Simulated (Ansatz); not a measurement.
**AlPH (quartet): r2SCANh, CAM-B3LYP over a scan of the distance P2–H3, 6-31G**

Aim: run AlPH (quartet) with these functionals over a scan of the distance P2–H3, and hold them against the top wave-function level at the same points.

Computed with Ansatz 0.2.0, Gaussian basis. Level: 6-31G, all electrons in the functionals.

Plan: r2SCANh, CAM-B3LYP, at 1.129 Å; 1.307 Å; 1.430 Å; 1.605 Å; 1.710 Å; 1.981 Å; 2.295 Å; 2.698 Å; 3.094 Å; 3.907 Å; 4.785 Å.

12 further runs of the same task are left out: 10 that didn't finish, 2 set aside as unsound or not needed.

**1. What is computed**

The geometry derives from a PBE0/def2-TZVP stationary point (not a proven minimum). One bond is set to the value named and the two fragments are kept rigid.

3 atoms, charge 0, spin multiplicity 4.

Atoms are counted from 1 here; the program's logs count them from 0.

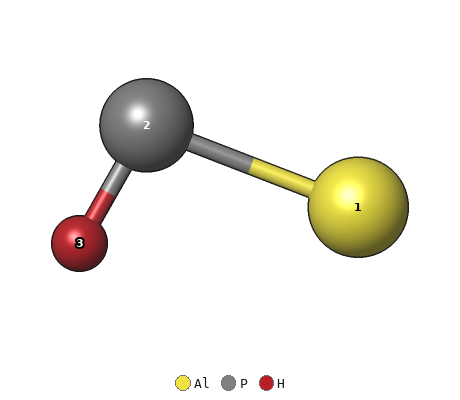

The structure; aluminium yellow, phosphorus grey, hydrogen red; atoms are numbered from 1 in the order of the file.

As a file:

```xyz
3
AlHP
Al    0.00000    0.03484    1.30056
P     0.00000   -0.07364   -1.08866
H     0.00000    1.33037   -1.36055
```

No dispersion term is added.

The geometry shown and the zero of energy belong to the point 1.430 Å. The yardstick, FCI, and other wave-function levels (R restricted, U unrestricted, valence and pair active spaces) come from earlier runs.

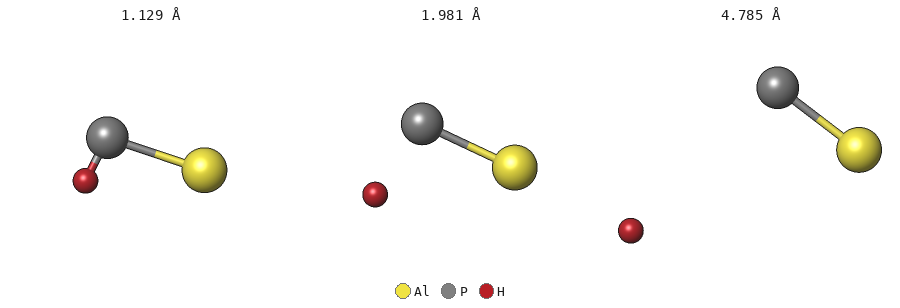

Three points of the scan; sticks are drawn by distance.

**2. r2SCANh, 1.129 Å**

in.yaml

```yaml
crystal:
  periodic: [false, false, false]
  atoms:
    - {symbol: Al, position_ang: [0.000000, 0.039896, 1.299583]}
    - {symbol: P, position_ang: [0.000000, -0.068591, -1.089636]}
    - {symbol: H, position_ang: [0.000000, 1.039817, -1.304282]}
basis:
  gaussian: {orbitals: 6-31G}
magnetization: {spin_polarized: true, initial_magnetization: 3}
hamiltonian: {xc: {name: r2SCANh}}
```

The run is started by

```bash
$ ansatz run in.yaml --threads 1 --pin off --events-out ev --progress --plain --max-ram 2393MiB
```

Standard output:

```text
Functional definition: r2SCANh
  name "r2SCANh"
  cite "Bursch, Neugebauer, Ehlert & Grimme, J. Chem. Phys. 156, 134105 (2022) doi:10.1063/5.0086040"
  cite "Furness, Kaplan, Ning, Perdew & Sun, J. Phys. Chem. Lett. 11, 8208 (2020) doi:10.1021/acs.jpclett.0c02405"
  cite "Furness, Kaplan, Ning, Perdew & Sun, J. Phys. Chem. Lett. 11, 9248 (2020) doi:10.1021/acs.jpclett.0c03077"
  parent r2scan
  parameter a = 0.1
  parameter k0 = 0.174
  parameter k1 = 0.065
  parameter a1 = 4.9479
  exchange = (1 - a)*r2scan_x(k0 = k0, k1 = k1, a1 = a1) + a*exact_x
  correlation = r2scan_c
310 factors; integrals over basis functions are off by at most 1.1e-4 eV
mean field evaluation 1: about -15893.1869 eV, gradient 6.0e0 eV
mean field evaluation 2: about -15892.9961 eV, gradient 7.2e0 eV
mean field evaluation 4: about -15893.5835 eV, gradient 1.7e-1 eV
mean field evaluation 8: about -15893.6001 eV, gradient 1.5e-2 eV
mean field evaluation 16: about -15893.6002 eV, gradient 2.8e-5 eV
mean field evaluation 32: about -15893.3780 eV, gradient 1.8e-1 eV
mean field -15893.60015129 eV, -584.0790324908 hartree, gradient 9.1e-6 eV, S^2 3.756990; 4 other end points of the search recorded, 0 dependent functions left out
reference -15893.60016348 eV, -584.0790329387 hartree; 16, 13 occupied and 12, 15 virtual orbitals, 310 factors
Total energy: -15893.60016348 eV, -584.0790329387 hartree
```

Wall time 6 s (1 thread of Arm Neoverse V2, shared host).

From the report: ⟨S²⟩ of the determinant 3.757 (pure quartet: 3.75).

**3. r2SCANh, 1.307 Å**

in.yaml

```yaml
crystal:
  periodic: [false, false, false]
  atoms:
    - {symbol: Al, position_ang: [0.000000, 0.036909, 1.300162]}
    - {symbol: P, position_ang: [0.000000, -0.071578, -1.089057]}
    - {symbol: H, position_ang: [0.000000, 1.211583, -1.337545]}
basis:
  gaussian: {orbitals: 6-31G}
magnetization: {spin_polarized: true, initial_magnetization: 3}
hamiltonian: {xc: {name: r2SCANh}}
```

Same command.

Standard output, cut to the lines that bear on the results:

```text
Functional definition: r2SCANh
  name "r2SCANh"
  cite "Bursch, Neugebauer, Ehlert & Grimme, J. Chem. Phys. 156, 134105 (2022) doi:10.1063/5.0086040"
  cite "Furness, Kaplan, Ning, Perdew & Sun, J. Phys. Chem. Lett. 11, 8208 (2020) doi:10.1021/acs.jpclett.0c02405"
  cite "Furness, Kaplan, Ning, Perdew & Sun, J. Phys. Chem. Lett. 11, 9248 (2020) doi:10.1021/acs.jpclett.0c03077"
  parent r2scan
[...]
310 factors; integrals over basis functions are off by at most 1.9e-4 eV
[...]
mean field -15895.10001962 eV, -584.1341516353 hartree, gradient 3.1e-6 eV, S^2 3.756623; 4 other end points of the search recorded, 0 dependent functions left out
reference -15895.10003164 eV, -584.1341520771 hartree; 16, 13 occupied and 12, 15 virtual orbitals, 310 factors
Total energy: -15895.10003164 eV, -584.1341520771 hartree
```

Wall time 5.5 s (1 thread of Arm Neoverse V2, shared host).

From the report: ⟨S²⟩ of the determinant 3.757 (pure quartet: 3.75).

**4. r2SCANh, 1.430 Å**

in.yaml

```yaml
crystal:
  periodic: [false, false, false]
  atoms:
    - {symbol: Al, position_ang: [0.000000, 0.034843, 1.300562]}
    - {symbol: P, position_ang: [0.000000, -0.073644, -1.088657]}
    - {symbol: H, position_ang: [0.000000, 1.330368, -1.360548]}
basis:
  gaussian: {orbitals: 6-31G}
magnetization: {spin_polarized: true, initial_magnetization: 3}
hamiltonian: {xc: {name: r2SCANh}}
```

Same command.

Standard output, cut to the lines that bear on the results:

```text
Functional definition: r2SCANh
  name "r2SCANh"
  cite "Bursch, Neugebauer, Ehlert & Grimme, J. Chem. Phys. 156, 134105 (2022) doi:10.1063/5.0086040"
  cite "Furness, Kaplan, Ning, Perdew & Sun, J. Phys. Chem. Lett. 11, 8208 (2020) doi:10.1021/acs.jpclett.0c02405"
  cite "Furness, Kaplan, Ning, Perdew & Sun, J. Phys. Chem. Lett. 11, 9248 (2020) doi:10.1021/acs.jpclett.0c03077"
  parent r2scan
[...]
310 factors; integrals over basis functions are off by at most 2.5e-4 eV
[...]
mean field -15895.36707473 eV, -584.1439657295 hartree, gradient 9.6e-6 eV, S^2 3.756409; 4 other end points of the search recorded, 0 dependent functions left out
reference -15895.36708673 eV, -584.1439661704 hartree; 16, 13 occupied and 12, 15 virtual orbitals, 310 factors
Total energy: -15895.36708673 eV, -584.1439661704 hartree
```

Wall time 5.5 s (1 thread of Arm Neoverse V2, shared host).

From the report: ⟨S²⟩ of the determinant 3.756 (pure quartet: 3.75).

**5. r2SCANh, 1.605 Å**

in.yaml

```yaml
crystal:
  periodic: [false, false, false]
  atoms:
    - {symbol: Al, position_ang: [0.000000, 0.031907, 1.301130]}
    - {symbol: P, position_ang: [0.000000, -0.076580, -1.088089]}
    - {symbol: H, position_ang: [0.000000, 1.499146, -1.393233]}
basis:
  gaussian: {orbitals: 6-31G}
magnetization: {spin_polarized: true, initial_magnetization: 3}
hamiltonian: {xc: {name: r2SCANh}}
```

Same command.

Standard output, cut to the lines that bear on the results:

```text
Functional definition: r2SCANh
  name "r2SCANh"
  cite "Bursch, Neugebauer, Ehlert & Grimme, J. Chem. Phys. 156, 134105 (2022) doi:10.1063/5.0086040"
  cite "Furness, Kaplan, Ning, Perdew & Sun, J. Phys. Chem. Lett. 11, 8208 (2020) doi:10.1021/acs.jpclett.0c02405"
  cite "Furness, Kaplan, Ning, Perdew & Sun, J. Phys. Chem. Lett. 11, 9248 (2020) doi:10.1021/acs.jpclett.0c03077"
  parent r2scan
[...]
310 factors; integrals over basis functions are off by at most 2.8e-4 eV
[...]
mean field -15895.24090242 eV, -584.1393289828 hartree, gradient 1.0e-5 eV, S^2 3.756093; 4 other end points of the search recorded, 0 dependent functions left out
reference -15895.24091457 eV, -584.1393294292 hartree; 16, 13 occupied and 12, 15 virtual orbitals, 310 factors
Total energy: -15895.24091457 eV, -584.1393294292 hartree
```

Run time: 5.5 s. Hardware: 1 thread of Arm Neoverse V2, shared host.

From the report: ⟨S²⟩ of the determinant 3.756 (pure quartet: 3.75).

From 1.430 Å: +12.2 kJ/mol.

**6. r2SCANh, 1.710 Å**

in.yaml

```yaml
crystal:
  periodic: [false, false, false]
  atoms:
    - {symbol: Al, position_ang: [0.000000, 0.030145, 1.301472]}
    - {symbol: P, position_ang: [0.000000, -0.078342, -1.087747]}
    - {symbol: H, position_ang: [0.000000, 1.600469, -1.412854]}
basis:
  gaussian: {orbitals: 6-31G}
magnetization: {spin_polarized: true, initial_magnetization: 3}
hamiltonian: {xc: {name: r2SCANh}}
```

Launched as before.

Standard output, cut to the lines that bear on the results:

```text
Functional definition: r2SCANh
  name "r2SCANh"
  cite "Bursch, Neugebauer, Ehlert & Grimme, J. Chem. Phys. 156, 134105 (2022) doi:10.1063/5.0086040"
  cite "Furness, Kaplan, Ning, Perdew & Sun, J. Phys. Chem. Lett. 11, 8208 (2020) doi:10.1021/acs.jpclett.0c02405"
  cite "Furness, Kaplan, Ning, Perdew & Sun, J. Phys. Chem. Lett. 11, 9248 (2020) doi:10.1021/acs.jpclett.0c03077"
  parent r2scan
[...]
310 factors; integrals over basis functions are off by at most 2.7e-4 eV
[...]
mean field -15895.02899255 eV, -584.1315414387 hartree, gradient 2.9e-6 eV, S^2 3.755897; 4 other end points of the search recorded, 0 dependent functions left out
reference -15895.02900469 eV, -584.1315418846 hartree; 16, 13 occupied and 12, 15 virtual orbitals, 310 factors
Total energy: -15895.02900469 eV, -584.1315418846 hartree
```

Wall time 5.5 s (1 thread of Arm Neoverse V2, shared host).

From the report: ⟨S²⟩ of the determinant 3.756 (pure quartet: 3.75).

From 1.430 Å: +32.6 kJ/mol.

**7. r2SCANh, 1.981 Å**

in.yaml

```yaml
crystal:
  periodic: [false, false, false]
  atoms:
    - {symbol: Al, position_ang: [0.000000, 0.025597, 1.302352]}
    - {symbol: P, position_ang: [0.000000, -0.082890, -1.086867]}
    - {symbol: H, position_ang: [0.000000, 1.861978, -1.463496]}
basis:
  gaussian: {orbitals: 6-31G}
magnetization: {spin_polarized: true, initial_magnetization: 3}
hamiltonian: {xc: {name: r2SCANh}}
```

The command is unchanged.

Standard output, cut to the lines that bear on the results:

```text
Functional definition: r2SCANh
  name "r2SCANh"
  cite "Bursch, Neugebauer, Ehlert & Grimme, J. Chem. Phys. 156, 134105 (2022) doi:10.1063/5.0086040"
  cite "Furness, Kaplan, Ning, Perdew & Sun, J. Phys. Chem. Lett. 11, 8208 (2020) doi:10.1021/acs.jpclett.0c02405"
  cite "Furness, Kaplan, Ning, Perdew & Sun, J. Phys. Chem. Lett. 11, 9248 (2020) doi:10.1021/acs.jpclett.0c03077"
  parent r2scan
[...]
310 factors; integrals over basis functions are off by at most 2.6e-4 eV
[...]
mean field -15894.40687296 eV, -584.1086789654 hartree, gradient 2.1e-5 eV, S^2 3.770945; 6 other end points of the search recorded, 0 dependent functions left out
reference -15894.40688469 eV, -584.1086793964 hartree; 16, 13 occupied and 12, 15 virtual orbitals, 310 factors
Total energy: -15894.40688469 eV, -584.1086793964 hartree
```

It took 5.5 s on 1 thread of Arm Neoverse V2, shared host.

From the report: ⟨S²⟩ of the determinant 3.771 (pure quartet: 3.75).

From 1.430 Å: +92.6 kJ/mol.

**8. r2SCANh, 2.295 Å**

in.yaml

```yaml
crystal:
  periodic: [false, false, false]
  atoms:
    - {symbol: Al, position_ang: [0.000000, 0.020327, 1.303373]}
    - {symbol: P, position_ang: [0.000000, -0.088160, -1.085846]}
    - {symbol: H, position_ang: [0.000000, 2.164981, -1.522173]}
basis:
  gaussian: {orbitals: 6-31G}
magnetization: {spin_polarized: true, initial_magnetization: 3}
hamiltonian: {xc: {name: r2SCANh}}
```

Same command.

Standard output, cut to the lines that bear on the results:

```text
Functional definition: r2SCANh
  name "r2SCANh"
  cite "Bursch, Neugebauer, Ehlert & Grimme, J. Chem. Phys. 156, 134105 (2022) doi:10.1063/5.0086040"
  cite "Furness, Kaplan, Ning, Perdew & Sun, J. Phys. Chem. Lett. 11, 8208 (2020) doi:10.1021/acs.jpclett.0c02405"
  cite "Furness, Kaplan, Ning, Perdew & Sun, J. Phys. Chem. Lett. 11, 9248 (2020) doi:10.1021/acs.jpclett.0c03077"
  parent r2scan
[...]
310 factors; integrals over basis functions are off by at most 1.4e-4 eV
[...]
mean field -15894.04959886 eV, -584.0955493843 hartree, gradient 2.3e-5 eV, S^2 3.785360; 7 other end points of the search recorded, 0 dependent functions left out
reference -15894.04961071 eV, -584.0955498198 hartree; 16, 13 occupied and 12, 15 virtual orbitals, 310 factors
Total energy: -15894.04961071 eV, -584.0955498198 hartree
```

Wall time 6 s (1 thread of Arm Neoverse V2, shared host).

From the report: ⟨S²⟩ of the determinant 3.785 (pure quartet: 3.75).

From 1.430 Å: +127.1 kJ/mol.

**9. r2SCANh, 2.698 Å**

in.yaml

```yaml
crystal:
  periodic: [false, false, false]
  atoms:
    - {symbol: Al, position_ang: [0.000000, 0.013564, 1.304683]}
    - {symbol: P, position_ang: [0.000000, -0.094923, -1.084536]}
    - {symbol: H, position_ang: [0.000000, 2.553867, -1.597482]}
basis:
  gaussian: {orbitals: 6-31G}
magnetization: {spin_polarized: true, initial_magnetization: 3}
hamiltonian: {xc: {name: r2SCANh}}
```

Same command.

Standard output, cut to the lines that bear on the results:

```text
Functional definition: r2SCANh
  name "r2SCANh"
  cite "Bursch, Neugebauer, Ehlert & Grimme, J. Chem. Phys. 156, 134105 (2022) doi:10.1063/5.0086040"
  cite "Furness, Kaplan, Ning, Perdew & Sun, J. Phys. Chem. Lett. 11, 8208 (2020) doi:10.1021/acs.jpclett.0c02405"
  cite "Furness, Kaplan, Ning, Perdew & Sun, J. Phys. Chem. Lett. 11, 9248 (2020) doi:10.1021/acs.jpclett.0c03077"
  parent r2scan
[...]
310 factors; integrals over basis functions are off by at most 1.8e-4 eV
[...]
mean field -15893.93829343 eV, -584.0914589852 hartree, gradient 1.3e-5 eV, S^2 3.766502; 11 other end points of the search recorded, 0 dependent functions left out
reference -15893.93830525 eV, -584.0914594195 hartree; 16, 13 occupied and 12, 15 virtual orbitals, 310 factors
Total energy: -15893.93830525 eV, -584.0914594195 hartree
```

Run time: 11 s. Hardware: 1 thread of Arm Neoverse V2, shared host.

From the report: ⟨S²⟩ of the determinant 3.767 (pure quartet: 3.75).

From 1.430 Å: +137.9 kJ/mol.

**10. r2SCANh, 3.094 Å**

in.yaml

```yaml
crystal:
  periodic: [false, false, false]
  atoms:
    - {symbol: Al, position_ang: [0.000000, 0.006918, 1.305970]}
    - {symbol: P, position_ang: [0.000000, -0.101569, -1.083249]}
    - {symbol: H, position_ang: [0.000000, 2.935999, -1.671483]}
basis:
  gaussian: {orbitals: 6-31G}
magnetization: {spin_polarized: true, initial_magnetization: 3}
hamiltonian: {xc: {name: r2SCANh}}
```

The command is unchanged.

Standard output, cut to the lines that bear on the results:

```text
Functional definition: r2SCANh
  name "r2SCANh"
  cite "Bursch, Neugebauer, Ehlert & Grimme, J. Chem. Phys. 156, 134105 (2022) doi:10.1063/5.0086040"
  cite "Furness, Kaplan, Ning, Perdew & Sun, J. Phys. Chem. Lett. 11, 8208 (2020) doi:10.1021/acs.jpclett.0c02405"
  cite "Furness, Kaplan, Ning, Perdew & Sun, J. Phys. Chem. Lett. 11, 9248 (2020) doi:10.1021/acs.jpclett.0c03077"
  parent r2scan
[...]
311 factors; integrals over basis functions are off by at most 2.0e-4 eV
[...]
mean field -15893.87959856 eV, -584.0893019886 hartree, gradient 9.0e-6 eV, S^2 3.777351; 10 other end points of the search recorded, 0 dependent functions left out
reference -15893.87961030 eV, -584.0893024201 hartree; 16, 13 occupied and 12, 15 virtual orbitals, 311 factors
Total energy: -15893.87961030 eV, -584.0893024201 hartree
```

Run time: 14 s. Hardware: 1 thread of Arm Neoverse V2, shared host.

From the report: ⟨S²⟩ of the determinant 3.777 (pure quartet: 3.75).

From 1.430 Å: +143.5 kJ/mol.

**11. r2SCANh, 3.907 Å**

in.yaml

```yaml
crystal:
  periodic: [false, false, false]
  atoms:
    - {symbol: Al, position_ang: [0.000000, -0.006726, 1.308612]}
    - {symbol: P, position_ang: [0.000000, -0.115213, -1.080607]}
    - {symbol: H, position_ang: [0.000000, 3.720526, -1.823409]}
basis:
  gaussian: {orbitals: 6-31G}
magnetization: {spin_polarized: true, initial_magnetization: 3}
hamiltonian: {xc: {name: r2SCANh}}
```

The command is unchanged.

Standard output, cut to the lines that bear on the results:

```text
Functional definition: r2SCANh
  name "r2SCANh"
  cite "Bursch, Neugebauer, Ehlert & Grimme, J. Chem. Phys. 156, 134105 (2022) doi:10.1063/5.0086040"
  cite "Furness, Kaplan, Ning, Perdew & Sun, J. Phys. Chem. Lett. 11, 8208 (2020) doi:10.1021/acs.jpclett.0c02405"
  cite "Furness, Kaplan, Ning, Perdew & Sun, J. Phys. Chem. Lett. 11, 9248 (2020) doi:10.1021/acs.jpclett.0c03077"
  parent r2scan
[...]
311 factors; integrals over basis functions are off by at most 1.6e-4 eV
[...]
mean field -15893.80624102 eV, -584.0866061488 hartree, gradient 3.9e-6 eV, S^2 3.807309; 10 other end points of the search recorded, 0 dependent functions left out
reference -15893.80625327 eV, -584.0866065990 hartree; 16, 13 occupied and 12, 15 virtual orbitals, 311 factors
Total energy: -15893.80625327 eV, -584.0866065990 hartree
```

It took 17 s on 1 thread of Arm Neoverse V2, shared host.

From the report: ⟨S²⟩ of the determinant 3.807 (pure quartet: 3.75).

From 1.430 Å: +150.6 kJ/mol.

**12. r2SCANh, 4.785 Å**

in.yaml

```yaml
crystal:
  periodic: [false, false, false]
  atoms:
    - {symbol: Al, position_ang: [0.000000, -0.021461, 1.311465]}
    - {symbol: P, position_ang: [0.000000, -0.129948, -1.077754]}
    - {symbol: H, position_ang: [0.000000, 4.567777, -1.987482]}
basis:
  gaussian: {orbitals: 6-31G}
magnetization: {spin_polarized: true, initial_magnetization: 3}
hamiltonian: {xc: {name: r2SCANh}}
```

The command is unchanged.

Standard output, cut to the lines that bear on the results:

```text
Functional definition: r2SCANh
  name "r2SCANh"
  cite "Bursch, Neugebauer, Ehlert & Grimme, J. Chem. Phys. 156, 134105 (2022) doi:10.1063/5.0086040"
  cite "Furness, Kaplan, Ning, Perdew & Sun, J. Phys. Chem. Lett. 11, 8208 (2020) doi:10.1021/acs.jpclett.0c02405"
  cite "Furness, Kaplan, Ning, Perdew & Sun, J. Phys. Chem. Lett. 11, 9248 (2020) doi:10.1021/acs.jpclett.0c03077"
  parent r2scan
[...]
310 factors; integrals over basis functions are off by at most 1.6e-4 eV
[...]
mean field -15893.78812541 eV, -584.0859404123 hartree, gradient 4.5e-6 eV, S^2 3.822216; 10 other end points of the search recorded, 0 dependent functions left out
reference -15893.78813852 eV, -584.0859408942 hartree; 16, 13 occupied and 12, 15 virtual orbitals, 310 factors
Total energy: -15893.78813852 eV, -584.0859408942 hartree
```

Wall time 25 s (1 thread of Arm Neoverse V2, shared host).

From the report: ⟨S²⟩ of the determinant 3.822 (pure quartet: 3.75).

From 1.430 Å: +152.3 kJ/mol.

**13. CAM-B3LYP, 1.129 Å**

in.yaml

```yaml
crystal:
  periodic: [false, false, false]
  atoms:
    - {symbol: Al, position_ang: [0.000000, 0.039896, 1.299583]}
    - {symbol: P, position_ang: [0.000000, -0.068591, -1.089636]}
    - {symbol: H, position_ang: [0.000000, 1.039817, -1.304282]}
basis:
  gaussian: {orbitals: 6-31G}
magnetization: {spin_polarized: true, initial_magnetization: 3}
hamiltonian: {xc: {name: CAM-B3LYP}}
```

Same command.

Standard output, cut to the lines that bear on the results:

```text
Functional definition: CAM-B3LYP
  name "CAM-B3LYP"
  cite "Yanai, Tew & Handy, Chem. Phys. Lett. 393, 51 (2004) doi:10.1016/j.cplett.2004.06.011"
  cite "Iikura, Tsuneda, Yanai & Hirao, J. Chem. Phys. 115, 3540 (2001) doi:10.1063/1.1383587"
  cite "Becke, Phys. Rev. A 38, 3098 (1988) doi:10.1103/PhysRevA.38.3098"
  cite "Lee, Yang & Parr, Phys. Rev. B 37, 785 (1988) doi:10.1103/PhysRevB.37.785"
  cite "Vosko, Wilk & Nusair, Can. J. Phys. 58, 1200 (1980) doi:10.1139/p80-159"
[...]
  # Exact exchange under (alpha + beta erf(omega r))/r, Becke's under what is left of 1/r.
[...]
310 factors; integrals over basis functions are off by at most 1.1e-4 eV
145 factors; integrals over basis functions are off by at most 7.6e-6 eV
[...]
mean field -15895.08618306 eV, -584.1336431510 hartree, gradient 3.3e-6 eV, S^2 3.758911; 1 other end points of the search recorded, 0 dependent functions left out
reference -15895.08627577 eV, -584.1336465582 hartree; 16, 13 occupied and 12, 15 virtual orbitals, 310 factors
Total energy: -15895.08627577 eV, -584.1336465582 hartree
```

It took 1.8 s on 1 thread of Arm Neoverse V2, shared host.

From the report: ⟨S²⟩ of the determinant 3.759 (pure quartet: 3.75).

**14. CAM-B3LYP, 1.307 Å**

in.yaml

```yaml
crystal:
  periodic: [false, false, false]
  atoms:
    - {symbol: Al, position_ang: [0.000000, 0.036909, 1.300162]}
    - {symbol: P, position_ang: [0.000000, -0.071578, -1.089057]}
    - {symbol: H, position_ang: [0.000000, 1.211583, -1.337545]}
basis:
  gaussian: {orbitals: 6-31G}
magnetization: {spin_polarized: true, initial_magnetization: 3}
hamiltonian: {xc: {name: CAM-B3LYP}}
```

The command is unchanged.

Standard output, cut to the lines that bear on the results:

```text
Functional definition: CAM-B3LYP
  name "CAM-B3LYP"
  cite "Yanai, Tew & Handy, Chem. Phys. Lett. 393, 51 (2004) doi:10.1016/j.cplett.2004.06.011"
  cite "Iikura, Tsuneda, Yanai & Hirao, J. Chem. Phys. 115, 3540 (2001) doi:10.1063/1.1383587"
  cite "Becke, Phys. Rev. A 38, 3098 (1988) doi:10.1103/PhysRevA.38.3098"
  cite "Lee, Yang & Parr, Phys. Rev. B 37, 785 (1988) doi:10.1103/PhysRevB.37.785"
  cite "Vosko, Wilk & Nusair, Can. J. Phys. 58, 1200 (1980) doi:10.1139/p80-159"
[...]
  # Exact exchange under (alpha + beta erf(omega r))/r, Becke's under what is left of 1/r.
[...]
310 factors; integrals over basis functions are off by at most 1.9e-4 eV
145 factors; integrals over basis functions are off by at most 7.6e-6 eV
[...]
mean field -15896.57319148 eV, -584.1882897027 hartree, gradient 6.4e-6 eV, S^2 3.758657; 1 other end points of the search recorded, 0 dependent functions left out
reference -15896.57328497 eV, -584.1882931382 hartree; 16, 13 occupied and 12, 15 virtual orbitals, 310 factors
Total energy: -15896.57328497 eV, -584.1882931382 hartree
```

Wall time 1.8 s (1 thread of Arm Neoverse V2, shared host).

From the report: ⟨S²⟩ of the determinant 3.759 (pure quartet: 3.75).

(Part 1 of 2 ends here.)
